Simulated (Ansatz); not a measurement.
SnH5SO2Cl: several calculations on one system

### Relaxation

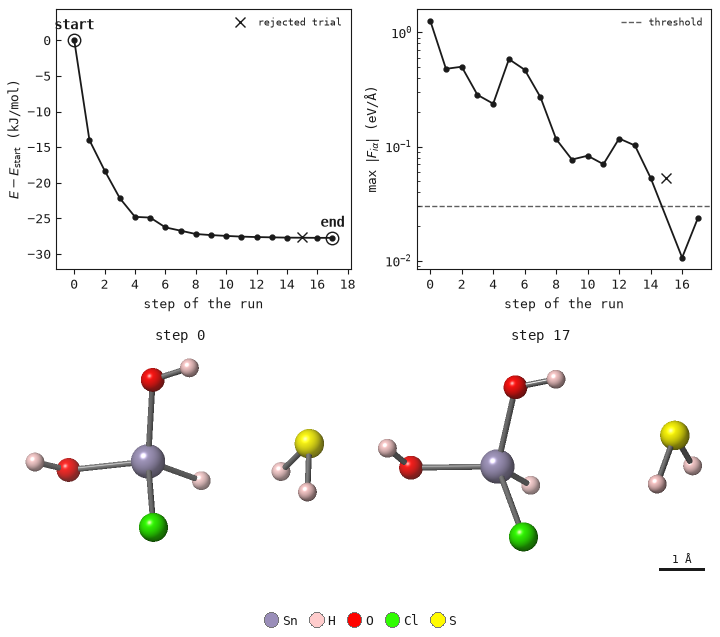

First and last geometry of a relaxation of SnH5SO2Cl, with the history of the run. A ball-and-stick model, seen at a tilt.

The run prepares an end point of a later path (reaction) calculation, from a guessed geometry.

These are results of RHF/def2-SVP in Ansatz, not measurements.

Input file:
```yaml
crystal:
  periodic: [false, false, false]
  atoms:
    - { symbol: Sn, position_ang: [0.170943, -0.230692, -0.068162] }
    - { symbol: H, position_ang: [-0.16674, -0.359707, 1.616468] }
    - { symbol: O, position_ang: [2.085764, -0.153796, -0.354064] }
    - { symbol: H, position_ang: [2.408428, -0.112838, -1.244572] }
    - { symbol: O, position_ang: [-0.566706, 1.329997, -0.955527] }
    - { symbol: H, position_ang: [-1.50257, 1.456999, -0.897816] }
    - { symbol: Cl, position_ang: [-0.606211, -2.147764, -1.185587] }
    - { symbol: S, position_ang: [-3.161376, -0.081139, 1.401656] }
    - { symbol: H, position_ang: [-3.340911, -1.331168, 0.963957] }
    - { symbol: H, position_ang: [-1.991422, -0.373093, 2.053445] }
basis:
  gaussian: { orbitals: def2-SVP }
hamiltonian:
  xc: hf
relax:
  f_tol: 0.03
  max_steps: 50
```

Launched with:
```bash
ansatz run input.yaml --threads 2 --pin off --max-ram 3072MiB --backend cpu --events-out ev --progress --plain --runs-dir out
```

### Did the run converge, and what did it change?

It converged. The largest move after the best rigid fit is that of H10, 1.21 Å. Largest moves by element: H 1.21 Å, Cl 0.51 Å, O 0.50 Å, S 0.45 Å, Sn 0.35 Å. Among the contacts that change: S8–H10 1.371 → 1.335 Å, Sn1–H2 1.723 → 1.687 Å. Over 16 accepted moves (17 points after the start) the energy falls by 27.7 kJ/mol. The largest force component goes from 1.3 to 0.024 eV/Å. The line search rejected the trial step at point 15 of the run. Cost: 26 s on 2 threads of Intel(R) Xeon(R) 6975P-C (Granite Rapids), on a shared host, peak memory 0.29 GiB.

Limits of the set-up: Hartree-Fock leaves out electron correlation.

### Relaxation

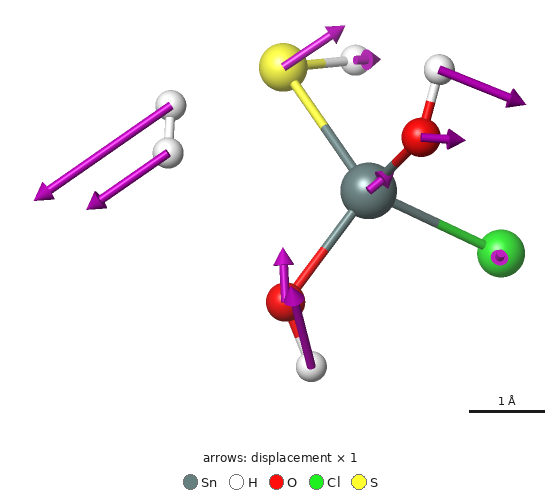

A relaxation of SnH5SO2Cl. The starting structure is drawn; purple arrows show the displacements, at their true length. The two geometries are superimposed by the best rigid fit.

Style: ball-and-stick. Shown at a tilt.

The run prepares an end point of a later path (reaction) calculation, from a guessed geometry.

All numbers below come from RHF/def2-SVP (Ansatz). Settings: no spin polarisation; force threshold 0.03 eV/Å; at most 50 steps.

What happened in the run?

Answer. The energy falls by 18.7 kJ/mol in 40 accepted moves (48 points after the start). Largest force component: 1.5 eV/Å at the start, 0.02 eV/Å at the end. The line search rejected the trial steps at points 5, 7, 13, 16, 20, 27, 45, 47 of the run. The forces were under the threshold at step 26, but the run went on from there. The atom that moves furthest after the best rigid fit is an H atom (2.27 Å). Largest moves by element: H 2.27 Å, S 1.01 Å, O 0.75 Å, Sn 0.48 Å, Cl 0.29 Å. Near-neighbour distances that change, for instance: S–Sn 2.425 → 2.386 Å, H–H 0.712 → 0.748 Å. Among the angles between lasting bonds that change: O–Sn–Cl 107.4° → 109.8°, O–Sn–O 106.5° → 104.1°. Groups turn about O–Sn by about 75°, O–Sn by about 30°, S–Sn by about 25°.

Limits of the set-up: the start holds two separate molecules, 2.6 Å apart at their closest, whose relative position is a soft coordinate and is computed without a dispersion correction; Hartree-Fock leaves out electron correlation.

### Path

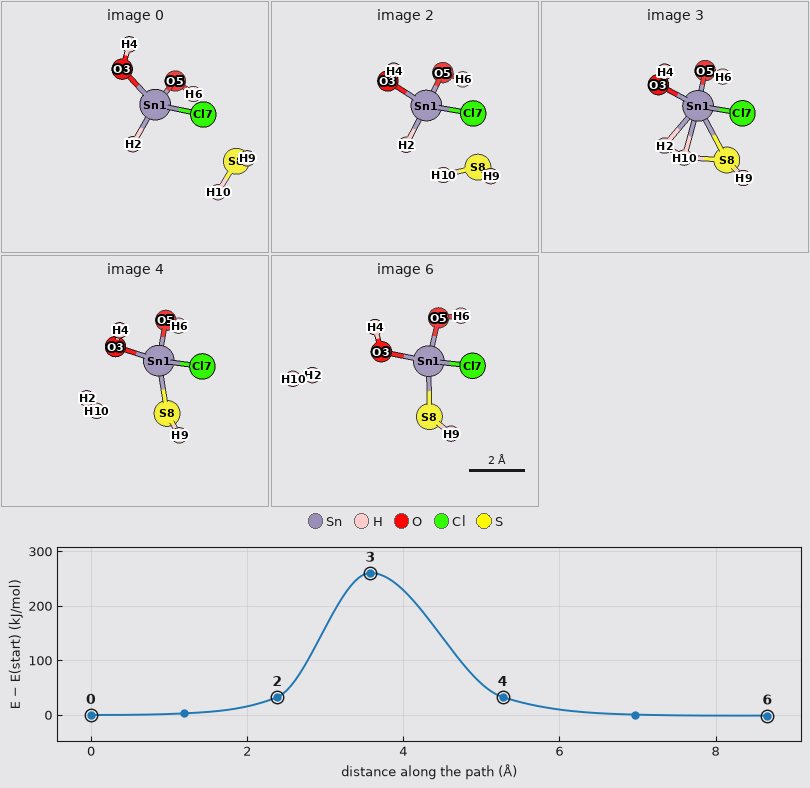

A nudged-elastic-band calculation for SnH5SO2Cl, made up at the start of SnH₃O₂Cl and H2S. Images are numbered from 0 (start) to 6 (end). A ball-and-stick model, seen from a free direction.

All numbers below come from RHF/def2-SVP in Ansatz 0.2.0. Run with 5 movable images; climbing image; force threshold 0.03 eV/Å; iteration limit 60; starting path through a guess of the saddle point.

Describe the mechanism and the energy profile.

Answer. Breaking: S8–H10 (1.33 → 1.72 at the top → 5.38 Å), Sn1–H2 (1.69 → 1.94 at the top → 4.31 Å). Forming: H2–H10 (3.91 → 0.99 at the top → 0.75 Å), Sn1–S8 (4.16 → 2.73 at the top → 2.39 Å). The two ends have nearly the same energy, and the highest point, image 3, lies 260.6 kJ/mol above the start. The band converged in 34 iterations. The largest component of the band force went from 44 to 0.027 eV/Å. The climbing image converged on the top of the path. Its vibrational analysis gives 2 imaginary modes over 30i cm⁻¹, so it isn't confirmed as a transition state.

Limits of the set-up: the start holds two separate molecules, 2.9 Å apart at their closest, whose relative position is a soft coordinate and is computed without a dispersion correction; Hartree-Fock leaves out electron correlation.

The run took 3.8 min on 2 threads of Intel(R) Xeon(R) 6975P-C (Granite Rapids) (shared host), peak memory 0.31 GiB.
